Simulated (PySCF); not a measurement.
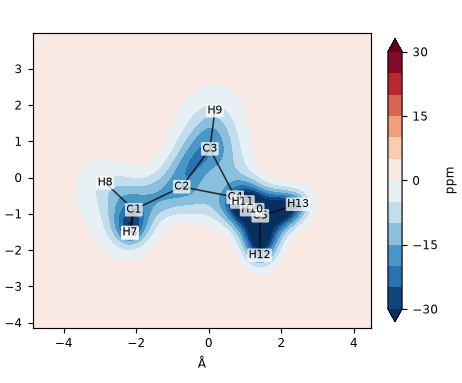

Figure 1: C₅H₈, SMILES `CC1=CC1C`. NICSzz (the component normal to the ring) 1.0 Å above the plane of the 3-membered ring C2/C3/C4; GIAO shieldings; atoms are projected onto the map; negative values mean shielding.

Level of theory: B3LYP/6-31+G* (PySCF), at a geometry from GFN2-xTB. No frequency check shows the geometry to be a minimum.

The calculation's input:

```python
import numpy as np
from pyscf import gto, scf, dft
from pyscf.prop import nmr
from pyscf.data import nist

def solve(mol, dm0=None, hcore=None):
    mf = (dft.UKS if mol.spin else dft.RKS)(mol, xc='b3lyp')
    mf.grids.level = 3
    mf.conv_tol, mf.max_cycle = 1e-8, 80
    if hcore is not None:
        mf.get_hcore = lambda *args: hcore
    mf.kernel(dm0)
    if not mf.converged:
        mf = mf.newton().run(mf.mo_coeff, mf.mo_occ, max_cycle=30)
    assert mf.converged, 'SCF not converged'
    return mf

mol = gto.M(atom='''
C     -1.92091    -0.58237     0.04768
C     -0.68570     0.20312    -0.03132
C      0.01025     1.28063     0.18919
C      0.73878     0.16399    -0.50451
C      1.77973    -0.65696     0.22785
H     -2.24140    -0.87088    -0.95395
H     -1.74340    -1.49608     0.61582
H     -2.71526    -0.01274     0.52734
H      0.09687     2.26674     0.57336
H      0.94057     0.25488    -1.57155
H      1.54397    -0.70811     1.28898
H      1.81768    -1.67134    -0.16811
H      2.76806    -0.21301     0.11478
''', basis='6-31+g*', charge=0, spin=0, verbose=4)
mf = solve(mol)
vxc = nmr.rks.get_vxc_giao  # smaller grid blocks
nmr.rks.get_vxc_giao = lambda *a, **k: vxc(*a, **{**k, 'max_memory': 300})
calc = nmr.RKS(mf)
calc.cphf = True
nuclei = calc.kernel()
mo1 = calc.mo10
# ring centres and points 1 angstrom above and below them
points = np.array([
    [0.0211, 0.5492, -0.1155],
    [0.3055, 0.1841, 0.7709],
    [-0.2633, 0.9144, -1.0020],
]) / nist.BOHR
mol.atom_coord = lambda i, unit='Bohr': points[i]
idx = range(len(points))
sigma = (calc.dia(shielding_nuc=idx) + calc.para(mo10=mo1, shielding_nuc=idx)[0]) * nist.ALPHA**2 * 1e6
for p, t in zip(points, sigma):
    print('NICS at %8.4f %8.4f %8.4f  %8.2f ppm' % (*(p * nist.BOHR), -t.trace() / 3))
occ = mf.mo_coeff[:, mf.mo_occ > 0]
dm1 = np.array([mf.mo_coeff @ (2 * x) @ occ.T for x in mo1])
np.savez('result.npz', sigma=sigma, nuclei=nuclei, dm0=mf.make_rdm1(), dm1=dm1, e=mf.e_tot, eps=mf.mo_energy, occ=mf.mo_occ)
```

Run with:

```sh
OMP_NUM_THREADS=1 python input.py
```

The run took 110 s on 1 thread of Intel(R) Xeon(R) Processor @ 2.50GHz (Skylake/Cascade Lake) (shared host), peak memory 0.62 GiB.

The script gives the values at the ring points; maps and scans were evaluated afterwards from its response orbitals, outside that time.

**Is the ring aromatic by this magnetic criterion?**

It is shielded above its centre; in a three-membered ring σ bonds weigh heavily, so the values alone don't measure π aromaticity: NICS(0) = −29.7, NICS(1) = −6.5 and −7.3, NICS(1)zz = −13.4 and −16.1 (two faces) ppm.

**What absolute proton shieldings does the same calculation give?**

From 25.9 ppm (H9) to 32.2 ppm (H11).
